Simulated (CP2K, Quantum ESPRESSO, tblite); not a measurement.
# Random packing of 58BN-42Si3N4 (mol %) (107 atoms) in CP2K

Wanted: CP2K inputs and outputs for random packing of 58BN-42Si3N4 (mol %) (107 atoms), checked against a plane-wave reference.

Program: CP2K 2026.2. Level of theory: the method is named at each step. Results are calculated unless marked as measured.

## 1. The starting structure

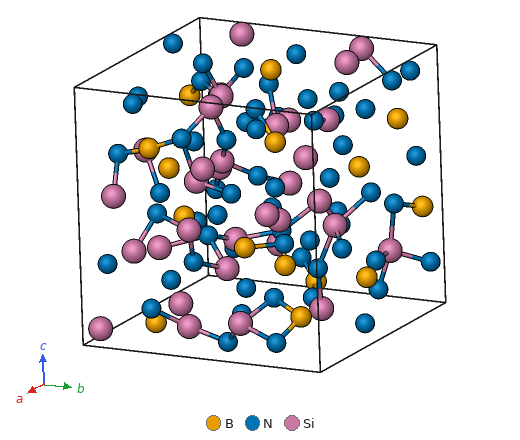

Start, viewed slightly off an axis; boron orange, nitrogen blue, silicon pink. Bonds to atoms that aren't drawn are left out. Some periodic images of atoms are drawn too.

The cell holds 107 atoms: 15 B, 59 N and 33 Si. Cell: a = 10.916 Å, b = 10.916 Å, c = 10.916 Å, α = 90.0°, β = 90.0°, γ = 90.0°. 107 atoms (15 B, 59 N, 33 Si) packed at random in a cube at 2.44 g/cm³ and pushed apart as soft spheres, cations and anions kept from their own kind; a start for melting by ab initio MD, not an equilibrated structure. Then every atom was moved at random, 0.02 Å r.m.s. a Cartesian component.

The yardstick, on the same geometry:

| Property | Result |
| --- | --- |
| method | Kohn-Sham DFT, PBE, SSSP efficiency 1.3.0 pseudopotentials, plane waves (Quantum ESPRESSO 7.5); sssp-pbe-1.3.0-efficiency, cutoffs 60/480 Ry, Γ point |
| r.m.s. force component | 1.738 eV/Å |
| longest force | 6.087 eV/Å |
| pressure | -21.29 GPa |
| time | 11 min on 4 MPI ranks of Arm Neoverse V1, shared host |
| CPU time | 43 min |

## 2. PBE, DZVP-MOLOPT-SR, 600/50 Ry, diagonalisation

Method: Kohn-Sham DFT, PBE, GTH-PBE pseudopotentials, Gaussian and plane waves, DZVP-MOLOPT-SR-GTH, diagonalisation.

input.inp

```
&GLOBAL
  PROJECT cell
  RUN_TYPE ENERGY_FORCE
  PRINT_LEVEL LOW
&END GLOBAL
&FORCE_EVAL
  METHOD QS
  STRESS_TENSOR ANALYTICAL
  &DFT
    BASIS_SET_FILE_NAME BASIS_MOLOPT
    POTENTIAL_FILE_NAME GTH_POTENTIALS
    &MGRID
      CUTOFF 600
      REL_CUTOFF 50
      NGRIDS 5
    &END MGRID
    &QS
      EPS_DEFAULT 1.0E-12
    &END QS
    &SCF
      SCF_GUESS ATOMIC
      EPS_SCF 5.0E-06
      MAX_SCF 200
      ADDED_MOS 14
      &DIAGONALIZATION
        ALGORITHM STANDARD
      &END DIAGONALIZATION
      &SMEAR ON
        METHOD FERMI_DIRAC
        ELECTRONIC_TEMPERATURE [K] 580
      &END SMEAR
      &MIXING
        METHOD BROYDEN_MIXING
        ALPHA 0.3
        NBROYDEN 12
      &END MIXING
      &PRINT
        &RESTART OFF
        &END RESTART
      &END PRINT
    &END SCF
    &XC
      &XC_FUNCTIONAL PBE
      &END XC_FUNCTIONAL
    &END XC
    &PRINT
      &MULLIKEN ON
      &END MULLIKEN
      &HIRSHFELD ON
        SHAPE_FUNCTION DENSITY
      &END HIRSHFELD
      &MO ON
        EIGENVALUES T
        OCCUPATION_NUMBERS T
        MO_INDEX_RANGE 225 248
        &EACH
          QS_SCF 0
        &END EACH
        ADD_LAST NUMERIC
      &END MO
    &END PRINT
  &END DFT
  &SUBSYS
    &CELL
      A 10.91630 0.00000 0.00000
      B 0.00000 10.91630 0.00000
      C 0.00000 0.00000 10.91630
    &END CELL
    &COORD
      B 9.71944 6.96940 4.54577
      B 2.69513 0.87789 8.44474
      B 1.93972 8.17980 5.98606
      B 0.34921 10.19037 4.08805
      B 8.38208 1.98535 7.85657
      B 7.69272 7.45420 8.51231
      B 7.89718 1.77270 0.33491
      B 5.47267 6.17098 10.83967
      B 6.16935 10.65442 2.71074
      B 5.90736 2.16667 4.32864
      B 5.06920 6.30067 2.45868
      B 1.32437 9.70175 8.02283
      B 8.96599 9.06118 1.62522
      B 3.80804 0.39975 5.61807
      B 1.82793 5.95037 0.88007
      N 3.64386 1.93710 9.42273
      N 8.39136 8.08581 4.46706
      N 0.95867 4.84716 1.53330
      N 6.17393 1.60622 1.64945
      N 8.37247 0.54330 7.47657
      N 5.21439 7.68049 9.68898
      N 8.79996 1.52981 9.80262
      N 0.39539 6.53810 8.57126
      N 1.74759 9.63091 4.53212
      N 8.33492 9.61933 9.82423
      N 8.65259 7.89576 6.89561
      N 5.94174 0.24169 9.20932
      N 4.07320 9.71878 9.17602
      N 1.77848 8.79155 0.81665
      N 10.46709 10.39788 5.40990
      N 0.88193 0.96304 3.99286
      N 4.99836 10.34309 5.96183
      N 9.25779 7.44142 9.47950
      N 0.59374 10.60628 1.85686
      N 6.63984 5.06778 0.69504
      N 3.00711 7.69545 8.40337
      N 9.61235 0.55062 3.14313
      N 2.39318 3.27598 7.48782
      N 10.30160 8.59844 0.83739
      N 5.93792 10.36983 0.67201
      N 8.31647 3.47117 8.41177
      N 1.23693 3.70390 3.60413
      N 0.10087 4.45975 9.86681
      N 3.41811 6.62860 0.68882
      N 5.47169 3.03484 10.78225
      N 0.37148 2.16623 9.11315
      N 1.83045 10.77788 6.69737
      N 1.32633 1.95052 1.72095
      N 4.45964 5.85845 3.72453
      N 7.18085 1.77575 5.62168
      N 2.66456 7.62907 3.68720
      N 6.86788 3.76110 3.95356
      N 3.98107 4.58517 5.78051
      N 0.02107 6.42653 6.19806
      N 6.23910 4.41684 7.89128
      N 6.99091 9.53495 7.02879
[... 47 atom lines left out ...]
      Si 9.81856 6.71287 1.33223
      Si 1.94234 5.00305 7.62864
      Si 6.42763 6.81592 4.79968
      Si 5.84677 8.33951 1.05801
    &END COORD
    &KIND B
      BASIS_SET DZVP-MOLOPT-SR-GTH-q3
      POTENTIAL GTH-PBE-q3
    &END KIND
    &KIND N
      BASIS_SET DZVP-MOLOPT-SR-GTH-q5
      POTENTIAL GTH-PBE-q5
    &END KIND
    &KIND Si
      BASIS_SET DZVP-MOLOPT-SR-GTH-q4
      POTENTIAL GTH-PBE-q4
    &END KIND
  &END SUBSYS
  &PRINT
    &FORCES ON
    &END FORCES
    &STRESS_TENSOR ON
    &END STRESS_TENSOR
  &END PRINT
&END FORCE_EVAL
```

Launch:

```console
> OMP_NUM_THREADS=1 mpirun -np 4 cp2k.psmp -i input.inp > output.txt
```

Numbers of over 12 decimals in the logs are rounded to 6 here.

The log of the run:

```text
CP2K| version string:                                       CP2K version 2026.2
 CP2K| Input file name                                                 input.inp
 GLOBAL| Basis set file name                                        BASIS_MOLOPT
 GLOBAL| Potential file name                                      GTH_POTENTIALS
 GLOBAL| Run type                                                   ENERGY_FORCE
 GLOBAL| Total number of message passing processes                             4
 GLOBAL| Number of threads for this process                                    1
 TOTAL NUMBERS AND MAXIMUM NUMBERS
  Total number of            - Atomic kinds:                                   3
                             - Atoms:                                        107
                             - Shell sets:                                   107
                             - Shells:                                       535
                             - Primitive Cartesian functions:                487
                             - Cartesian basis functions:                   1498
                             - Spherical basis functions:                   1391
  Maximum angular momentum of- Orbital basis functions:                        2
                             - Local part of the GTH pseudopotential:          2
                             - Non-local part of the GTH pseudopotential:      2
 SCF PARAMETERS         Density guess:                                    ATOMIC
                        max_scf:                                             200
                        eps_scf:                                        5.00E-06
                        added MOs                                        14    0
                        Mixing method:                            BROYDEN_MIXING
                                                charge density mixing in g-space
                        Smear method:                                FERMI_DIRAC
                        Electronic temperature [K]:                        580.0
                        Electronic temperature [a.u.]:                  1.84E-03
                        Accuracy threshold:                             1.00E-10
 Extrapolation method: initial_guess
 Number of electrons:                                                        472
 Number of occupied orbitals:                                                236
 Number of molecular orbitals:                                               250
 Number of orbital functions:                                               1391
 Number of independent orbital functions:                                   1391
 SCF WAVEFUNCTION OPTIMIZATION
  Step     Update method      Time    Convergence         Total energy    Change
 *** the last MO => Add more MOs for proper smearing.                   ***
     1 NoMix/Diag. 0.30E+00    4.3     1.43583077      -757.0043861125 -7.57E+02
 *** the last MO => Add more MOs for proper smearing.                   ***
     2 Broy./Diag. 0.30E+00    5.6     1.17600561      -710.7052793102  4.63E+01
 *** the last MO => Add more MOs for proper smearing.                   ***
     3 Broy./Diag. 0.30E+00    5.7     1.48089068      -766.7402336431 -5.60E+01
[...]
4 Broy./Diag. 0.30E+00    5.6     0.95074050      -757.9904072339  8.75E+00
[...]
*** the last MO => Add more MOs for proper smearing.                   ***
    36 Broy./Diag. 0.30E+00    5.8     0.00000556      -753.1290599404  4.60E-06
 *** the last MO => Add more MOs for proper smearing.                   ***
    37 Broy./Diag. 0.30E+00    5.9     0.00000307      -753.1290631182 -3.18E-06
  *** SCF run converged in    37 steps ***
  Electronic density on regular grids:       -472.0000000000        0.0000000000
  Core density on regular grids:              471.9999999995       -0.0000000005
  Total charge density on r-space grids:       -0.0000000005
  Total charge density g-space grids:          -0.0000000005
  Overlap energy of the core charge distribution:               4.99635e-07
  Self energy of the core charge distribution:              -1895.591846
  Core Hamiltonian energy:                                    504.792087
  Hartree energy:                                             834.188879
  Exchange-correlation energy:                               -196.499124
  Electronic entropic energy:                                  -0.019060
  Fermi energy:                                                 0.185109
  Total energy:                                              -753.129063
  Total energy (extrapolated to T->0):                       -753.119533
 MO| EIGENVALUES AND OCCUPATION NUMBERS
 MO|
 MO|  Index      Eigenvalue [a.u.]        Eigenvalue [eV]             Occupation
 MO|    225               0.171666               4.671260               1.998675
 MO|    226               0.172814               4.702503               1.997526
 MO|    227               0.174196               4.740114               1.994756
[...]
MO|    247               0.198990               5.414781               0.001044
 MO|    248               0.199704               5.434234               0.000708
 MO| Sum:                                                             472.000000
 MO| E(Fermi):            0.185109 a.u.          5.037060 eV
 !-----------------------------------------------------------------------------!
                     Mulliken Population Analysis
 #  Atom  Element  Kind  Atomic population                           Net charge
       1     B        1          2.865603                              0.134397
       2     B        1          2.801154                              0.198846
       3     B        1          2.896678                              0.103322
[...]
106     Si       3          3.794262                              0.205738
     107     Si       3          3.632568                              0.367432
 # Total charge                            472.000000                 -0.000000
 !-----------------------------------------------------------------------------!
 !-----------------------------------------------------------------------------!
                           Hirshfeld Charges
  #Atom  Element  Kind  Ref Charge     Population                    Net charge
      1       B      1       3.000          2.885                         0.115
      2       B      1       3.000          2.813                         0.187
      3       B      1       3.000          2.903                         0.097
[...]
106       Si     3       4.000          3.821                         0.179
    107       Si     3       4.000          3.764                         0.236
  Total Charge                                                           -0.000
 !-----------------------------------------------------------------------------!
 ENERGY| Total FORCE_EVAL ( QS ) energy [hartree]           -753.129074
 FORCES| Atomic forces [hartree/bohr]
 FORCES|   Atom     x               y               z               |f|
 FORCES|      1  1.03203768E-02  2.15169332E-02 -1.77301513E-02   2.97295620E-02
 FORCES|      2  3.52684947E-02  2.02918277E-02  5.85482544E-02   7.12988295E-02
 FORCES|      3 -6.37102634E-03  2.23680592E-02 -2.48479213E-02   3.40343832E-02
[...]
FORCES|    106  5.71064925E-02  6.32798028E-03 -8.00748602E-03   5.80113321E-02
 FORCES|    107  3.90008564E-04  2.53802605E-02  4.11362976E-02   4.83374049E-02
 FORCES| Sum    -8.45658288E-04  1.24142745E-04 -1.22911126E-04
 FORCES| Total atomic force                                       8.63514045E-04
 STRESS| Analytical stress tensor [bar]
 STRESS|                        x                   y                   z
 STRESS|      x       -1.76009474076E+05   1.72596277938E+04  -3.71801942614E+03
 STRESS|      y        1.72596277938E+04  -2.18703492170E+05   9.34396066605E+03
 STRESS|      z       -3.71801942614E+03   9.34396066605E+03  -2.22614785679E+05
 STRESS| 1/3 Trace                                            -2.05775917308E+05
```

It took 3.8 min on 4 MPI ranks of Arm Neoverse V1, shared host; peak memory 4.6 GiB.

Banners, paths, timers and routine set-up lines are dropped from the logs unmarked, and long logs keep their key lines alone; longer cuts are marked.

Compared with the plane-wave run:

```
r.m.s. force component                  : 1.723 eV/Å
r.m.s. difference of force components   : 45.31 meV/Å
longest difference of force vectors     : 168.4 meV/Å
force difference over r.m.s. force      : 2.607 %
slope of forces against the reference's : 0.9908
correlation of force components         : 0.9997
pressure                                : -20.58 GPa
pressure difference                     : 0.7101 GPa
```

Length of the force difference by element (eV/Å):

```
element  atoms   mean  most
      B     15  0.083  0.17
      N     59  0.061  0.14
     Si     33  0.080  0.15
```

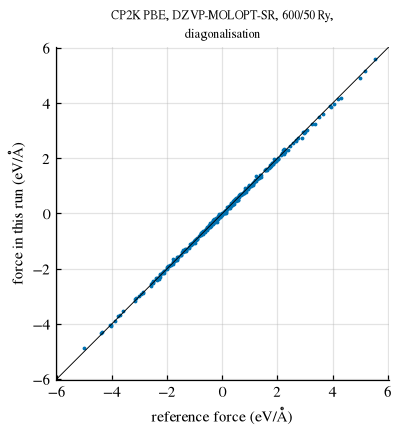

Force components against those of the reference; the line marks equality.

The surroundings of N45, picked at random, nearest first, numbered as they follow in the input and with coordinates relative to it.

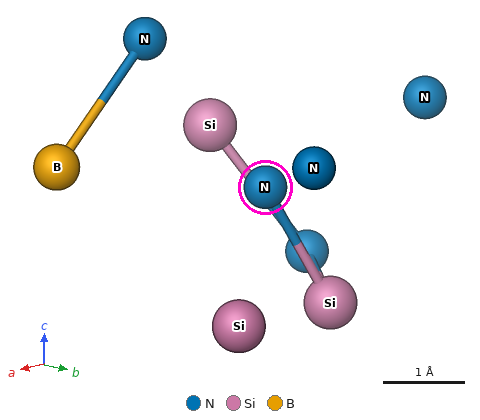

The atoms of the table, within 2.8 Å (arrows a, b, c point along x, y, z); some may hide others; the central atom is ringed.

```
atom      x      y      z  distance (Å)  Hirshfeld charge (e)     Fx     Fy  Fz (eV/Å)
 N45   0.00   0.00   0.00          0.00                 -0.24   0.96   0.48      -2.33
Si95  -0.77   0.38  -1.56          1.78                  0.25  -3.69  -0.79       2.67
Si82  -0.92  -1.90   0.29          2.13                  0.36   1.40   0.33      -1.58
 N19   0.70  -1.43   1.78          2.39                 -0.15   1.56  -1.38       0.26
Si87   1.68   1.21  -1.27          2.43                  0.31  -0.47   1.86       1.22
 N35   1.17   2.03   0.83          2.49                 -0.12  -2.24   0.75      -1.36
 N16  -1.83  -1.10  -1.36          2.53                 -0.21  -1.08  -3.06      -1.12
 N72  -2.55   0.27   0.74          2.67                 -0.15  -1.40  -0.50       0.10
  B7   2.43  -1.26   0.47          2.77                  0.13   0.84   0.46      -2.98
```

Forces lie 2.6 % from the reference's, at 0.35 times its CPU time.

## 3. PBE, DZVP-MOLOPT-SR, 840/50 Ry, diagonalisation

Method: Kohn-Sham DFT, PBE, GTH-PBE pseudopotentials, Gaussian and plane waves, DZVP-MOLOPT-SR-GTH, diagonalisation.

Changes to input.inp since step 2:

```diff
@@ -12,3 +12,3 @@
     &MGRID
-      CUTOFF 600
+      CUTOFF 840
       REL_CUTOFF 50
@@ -69,3 +69,28 @@
     &COORD
-[... 107 atom lines left out: the same atoms as in the first run ...]
+      SCALED
+      B 0.89036 0.63844 0.41642
+      B 0.24689 0.08042 0.77359
+      B 0.17769 0.74932 0.54836
+      B 0.03199 0.93350 0.37449
+      B 0.76785 0.18187 0.71971
+      B 0.70470 0.68285 0.77978
+      B 0.72343 0.16239 0.03068
+      B 0.50133 0.56530 0.99298
+      B 0.56515 0.97601 0.24832
+      B 0.54115 0.19848 0.39653
+      B 0.46437 0.57718 0.22523
+      B 0.12132 0.88874 0.73494
+      B 0.82134 0.83006 0.14888
+      B 0.34884 0.03662 0.51465
+      B 0.16745 0.54509 0.08062
+      N 0.33380 0.17745 0.86318
+      N 0.76870 0.74071 0.40921
+      N 0.08782 0.44403 0.14046
+      N 0.56557 0.14714 0.15110
+      N 0.76697 0.04977 0.68490
+[... 83 atom lines left out ...]
+      Si 0.89944 0.61494 0.12204
+      Si 0.17793 0.45831 0.69883
+      Si 0.58881 0.62438 0.43968
+      Si 0.53560 0.76395 0.09692
     &END COORD
```

The log of the run:

```text
CP2K| version string:                                       CP2K version 2026.2
 CP2K| Input file name                                                 input.inp
 GLOBAL| Basis set file name                                        BASIS_MOLOPT
 GLOBAL| Potential file name                                      GTH_POTENTIALS
 GLOBAL| Run type                                                   ENERGY_FORCE
 GLOBAL| Total number of message passing processes                             4
 GLOBAL| Number of threads for this process                                    1
[... lines left out ...]
                        Smear method:                                FERMI_DIRAC
[... lines left out ...]
 Number of electrons:                                                        472
[... lines left out ...]
  Step     Update method      Time    Convergence         Total energy    Change
[... lines left out ...]
  *** SCF run converged in    37 steps ***
[... lines left out ...]
  Fermi energy:                                                 0.185109
  Total energy:                                              -753.129061
  Total energy (extrapolated to T->0):                       -753.119531
[... lines left out ...]
 MO| E(Fermi):            0.185109 a.u.          5.037063 eV
[... lines left out ...]
    107       Si     3       4.000          3.764                         0.236
  Total Charge                                                           -0.000
 !-----------------------------------------------------------------------------!
 ENERGY| Total FORCE_EVAL ( QS ) energy [hartree]           -753.129072
 FORCES| Atomic forces [hartree/bohr]
 FORCES|   Atom     x               y               z               |f|
 FORCES|      1  1.03208482E-02  2.15172866E-02 -1.77296668E-02   2.97296925E-02
 FORCES|      2  3.52694072E-02  2.02911155E-02  5.85499484E-02   7.13004692E-02
 FORCES|      3 -6.37255250E-03  2.23678126E-02 -2.48481687E-02   3.40346875E-02
[...]
FORCES|    106  5.71067886E-02  6.32814111E-03 -8.00780304E-03   5.80116849E-02
 FORCES|    107  3.90806912E-04  2.53803932E-02  4.11371835E-02   4.83382349E-02
 FORCES| Sum    -2.33258727E-05 -5.00575368E-05  1.01436854E-04
 FORCES| Total atomic force                                       1.15495838E-04
 STRESS| Analytical stress tensor [bar]
 STRESS|                        x                   y                   z
 STRESS|      x       -1.75999880168E+05   1.72587143776E+04  -3.71808448226E+03
 STRESS|      y        1.72587143776E+04  -2.18712174365E+05   9.34365213035E+03
 STRESS|      z       -3.71808448226E+03   9.34365213035E+03  -2.22612298701E+05
 STRESS| 1/3 Trace                                            -2.05774784411E+05
```

It took 4.4 min on 4 MPI ranks; peak memory 7.1 GiB.

Numbers from this run, and their distance from the reference:

- r.m.s. force component: 1.723 eV/Å
- r.m.s. difference of force components: 45.17 meV/Å
- longest difference of force vectors: 168.4 meV/Å
- force difference over r.m.s. force: 2.599 %
- slope of forces against the reference's: 0.991
- correlation of force components: 0.9997
- pressure: -20.58 GPa
- pressure difference: 0.7102 GPa
- energy less the same-level run's: 0.0005 meV/atom
- r.m.s. force difference from the same-level run: 2.233 meV/Å

Against the first run (2.6 %), the force difference from the reference is 2.6 %, at 1.2 times the CPU time: the change moves forces by 2.2 meV/Å r.m.s., so most of the difference comes from elsewhere.

[end of part 1 of 2]

[Also dropped from logs without a mark: logging warnings of Python, and SIESTA's first energy breakdown and zero terms.]

[Logs are printed without paths, hosts, clocks, repeated set-up lines and the standing remarks that a program may print on its own settings, such as how far it seeks lower states.]

[Hosts, paths, dates, database ids (printed as entryN), source tags and the programs' standing remarks are cut or masked in the printed files.]
